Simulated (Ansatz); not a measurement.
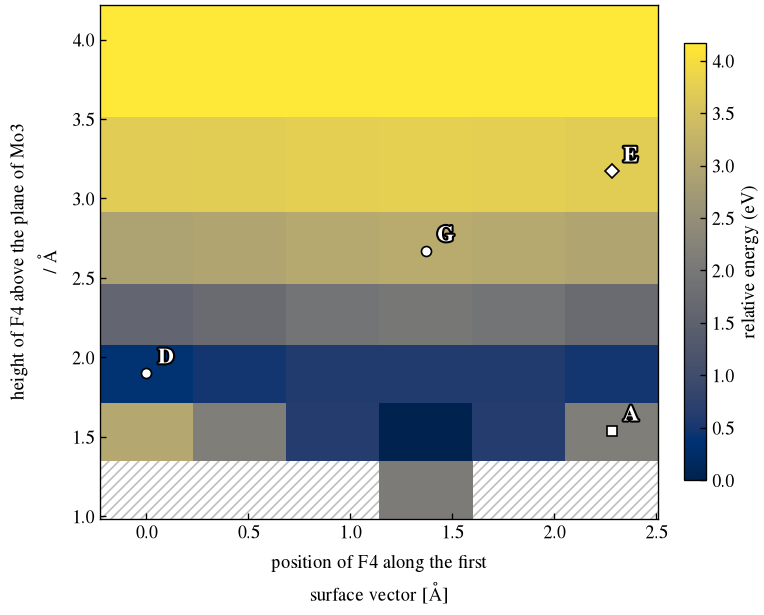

F on a Mo(110) slab cut from the Im-3m phase, its upper half relaxed before the scan (3 atoms of substrate and one adsorbate in a 1 × 1 cell). F is moved along a line over the surface and along the normal, above a rigid substrate. Coordinates scanned: (1) position of F4 along the first surface vector, from above Mo3; (2) height of F4 above the plane of Mo3. The grid has 6 × 7 points. At 5 points there is no value (left out of the scan, as a rule where atoms come close). Points are written as (first, second). All energies are given in eV relative to the lowest grid point. Theory: Ansatz, DFT PBE, scalar-relativistic, plane waves, PAW. Settings: cutoff 420 eV, k-mesh 10×10×1, gaussian smearing 0.1 eV, spin-polarised.

Drawn: one coloured cell a grid point, hatched blanks where no value was computed, lettered points.

Question: Is G the lowest point of the computed grid?

Answer: No. G lies 3.08 eV above the lowest grid point, which is at (1.37 Å, 1.54 Å) [nearest 2 Mo at 2.06 Å].

Question: Rank the lettered points by energy, lowest first.

Answer: D (0.38 eV), A (2.13 eV), G (3.08 eV), E (3.72 eV).

PAW datasets: the set soft_1.
